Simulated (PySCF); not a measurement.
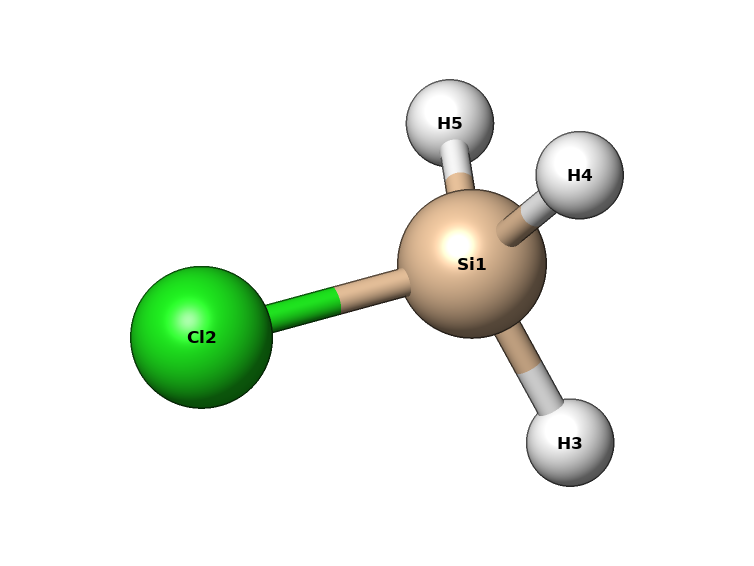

Every bond is drawn as one stick. The computed structure is the end point of a GFN2-xTB optimisation. No frequency run is at hand to confirm it as a minimum. Method: PBE0/pcSseg-1 (PySCF 2.14.0).

List the Mayer bond orders of Si1–Cl2, Si1–H3 (one bond of each equivalent set).

```
   bond  Mayer order  length (Å)
Si1–Cl2         0.97       2.010
 Si1–H3         0.93       1.459
```

The geometry is semi-empirical. Around Si such bond lengths and angles can be off by a tenth of an ångström or more and by several degrees, and values that hang on the shape move with them.
